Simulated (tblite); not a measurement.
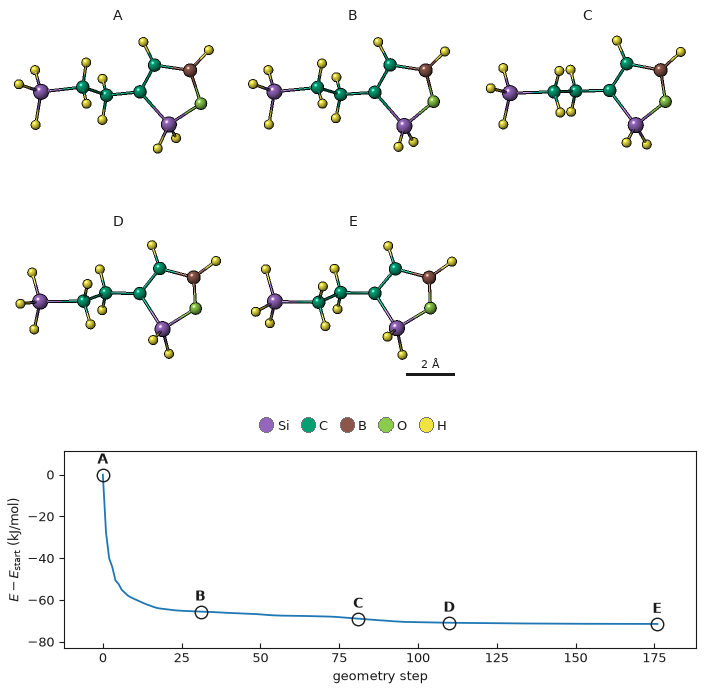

Frames of a relaxation of C$_{4}$H$_{11}$BOSi$_{2}$, marked on the history of the run. The picture is a ball-and-stick view, seen face on.

The calculation used GFN2-xTB geometry optimisation, gas phase in tblite 0.8.0. 

**Describe the path.**

After 176 geometry steps the energy has fallen by 71.5 kJ/mol. An H atom moves most after the best rigid fit: 1.17 Å. Largest moves by element: H 1.17 Å, C 0.58 Å, Si 0.57 Å, B 0.40 Å, O 0.24 Å. Near-neighbour distances that change, for instance: B–O 1.473 → 1.355 Å, O–Si 1.718 → 1.651 Å, C–Si 1.834 → 1.898 Å, C–Si 1.860 → 1.901 Å. Among the angles between lasting bonds that change: B–O–Si 102.6° → 115.2°, C–B–H 118.9° → 128.4°, C–Si–O 99.6° → 92.9°. Groups turn about C–C by about 55°, B–O by about 20°. Cost: 1.5 s on 1 thread of Arm Neoverse V1, with other jobs on the host. From step 0 to 31: an H atom moves most (0.45 Å), energy −65.6 kJ/mol. From step 31 to 81: an H atom moves most (0.48 Å), energy −3.44 kJ/mol. From step 81 to 110: an H atom moves most (0.51 Å), energy −1.89 kJ/mol. From step 110 to 176: H atoms move most (0.38 Å), energy −0.57 kJ/mol.
